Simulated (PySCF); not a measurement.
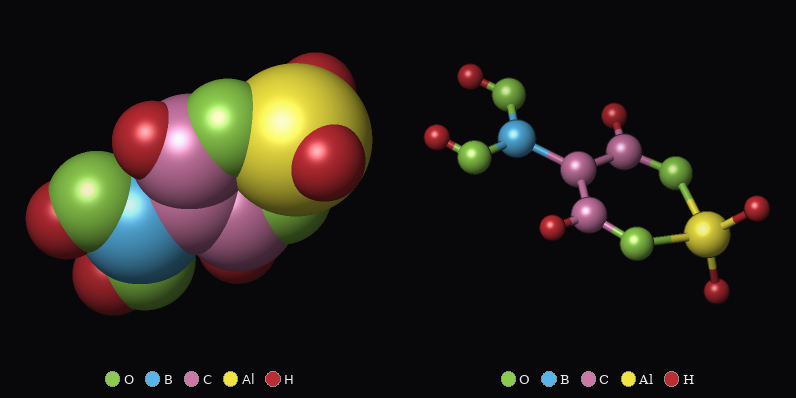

Both panels show the same species.

The geometry was computed by an optimisation with PBE0-D3(BJ)/def2-SVP. No frequency run is at hand to confirm it as a minimum.

Which formula does it have?

Answer. C3H6AlBO4, 15 atoms: 3 carbon, 6 hydrogen, 1 aluminium, 1 boron and 4 oxygen.

What is its SMILES?

Answer. OB(O)C1=C[O][AlH2-][O+]=C1

The parts below concern this one geometry. Atoms keep their numbers from picture to picture.

## Bond orders

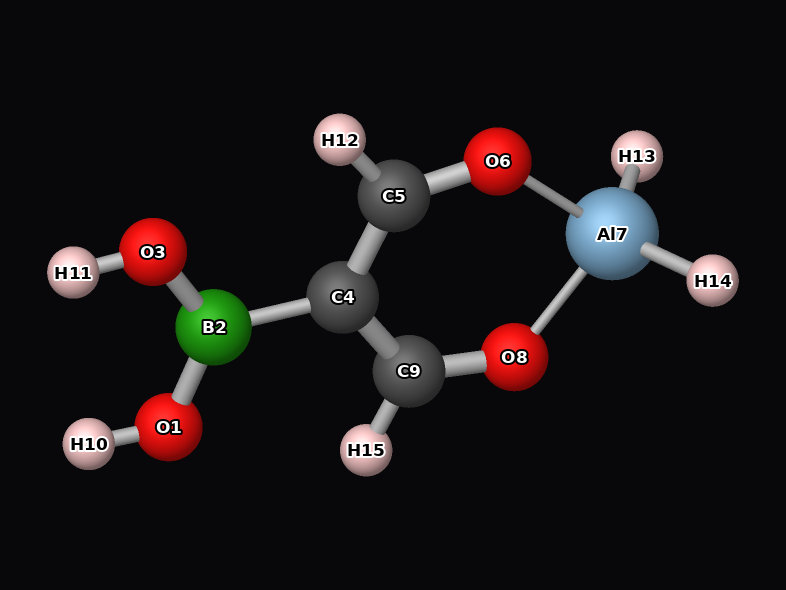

The thickness of each stick grows with its Mayer bond order. No frequency run is at hand to confirm it as a minimum. Level of theory: PBE0/pcSseg-1 in chloroform (IEF-PCM) (PySCF 2.14.0).

Which bond has the lowest Mayer bond order?

Answer. O6–Al7 and Al7–O8, 0.51, at 1.867 Å.

List the Mayer bond orders of O1–B2, B2–C4, O1–H10, C4–C5, O6–Al7, Al7–H13, Al7–H14, C5–O6, C5–H12 (one bond of each equivalent set). Atoms whose distances differ by more than 0.02 Å in this geometry are listed apart.

```json
{"bond": "O1–B2", "Mayer order": "1.23", "length (Å)": "1.366"}
{"bond": "B2–C4", "Mayer order": "0.87", "length (Å)": "1.553"}
{"bond": "O1–H10", "Mayer order": "0.92", "length (Å)": "0.961"}
{"bond": "C4–C5", "Mayer order": "1.37", "length (Å)": "1.407"}
{"bond": "O6–Al7", "Mayer order": "0.51", "length (Å)": "1.867"}
{"bond": "Al7–H13", "Mayer order": "0.87", "length (Å)": "1.588"}
{"bond": "Al7–H14", "Mayer order": "0.87", "length (Å)": "1.587"}
{"bond": "C5–O6", "Mayer order": "1.36", "length (Å)": "1.265"}
{"bond": "C5–H12", "Mayer order": "0.97", "length (Å)": "1.103"}
```

## Charges

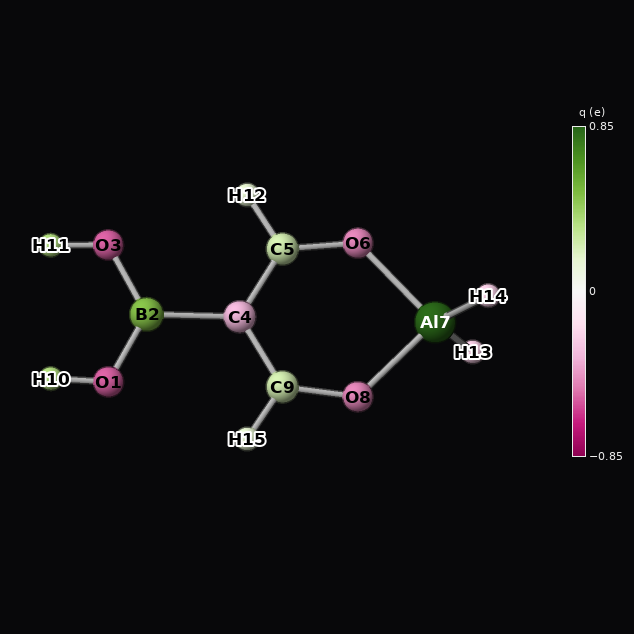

Atoms are coloured by their IAO charges. No frequency run is at hand to confirm it as a minimum. Level of theory: PBE0/pcSseg-1, gas phase (PySCF 2.14.0).

Which atom carries the highest charge (most positive or least negative)?

Answer. Al7 (0.83 e).

And the lowest?

Answer. O1, O3 (−0.55 e).

Give the IAO charges atom by atom.

```csv
atom,value (e)
O1,−0.55
B2,0.48
O3,−0.55
C4,−0.34
C5,0.24
O6,−0.47
Al7,0.83
O8,−0.47
C9,0.24
H10,0.36
H11,0.36
H12,0.16
H13,−0.24
H14,−0.23
H15,0.16
```

## NMR shielding

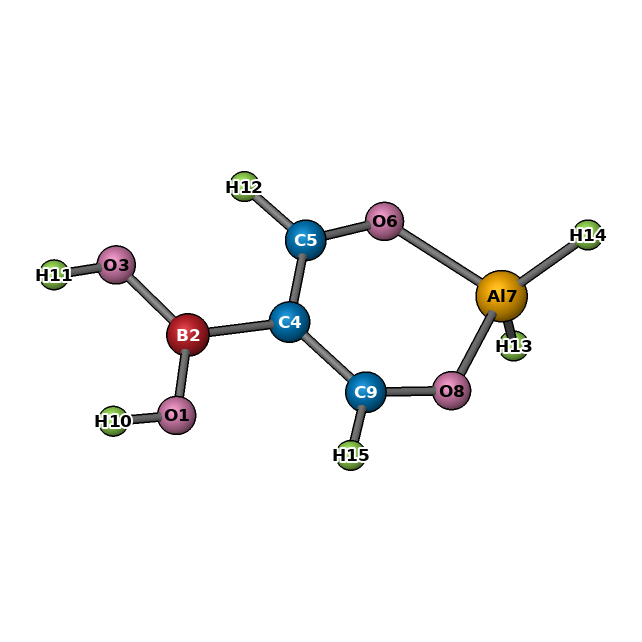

The questions are on isotropic NMR shieldings of the H atoms. No frequency run is at hand to confirm it as a minimum. Properties computed with GIAO KT2/pcSseg-1 NMR shielding, non-relativistic, gas phase (PySCF 2.14.0).

List the isotropic NMR shieldings of the H atoms.

| atom | σ (ppm) |
| --- | --- |
| H10 | 28.61 |
| H11 | 28.61 |
| H12 | 22.75 |
| H13 | 26.61 |
| H14 | 26.60 |
| H15 | 22.75 |
